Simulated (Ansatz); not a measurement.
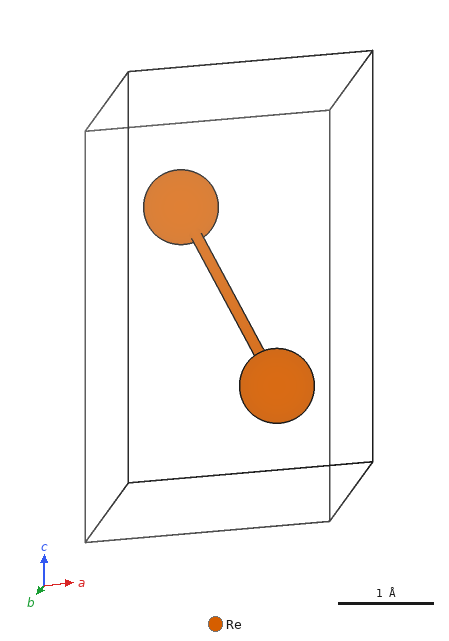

Structure drawing (ball-and-stick), viewed from a general direction. The conventional unit cell is drawn as a box.

Treated as bonds: Re–Re up to 3.06 Å (cut-off distances).

### How many atoms belong to the cell?

2 (rhenium), counting shared atoms by their share.

### What lattice type does the structure have?

Primitive hexagonal.

### State the space group and its number.

P6_3/mmc (No. 194), with Re on 2d.

### Which known structure type is this?

Hexagonal close-packed (Mg type).

### What kind of network do the bonds form?

The bonds build a three-dimensional framework.

The structure comes from the standard structure of this element. Earlier steps of the study may have refined or changed the cell and positions. An electronic-structure calculation with Ansatz was run on it.
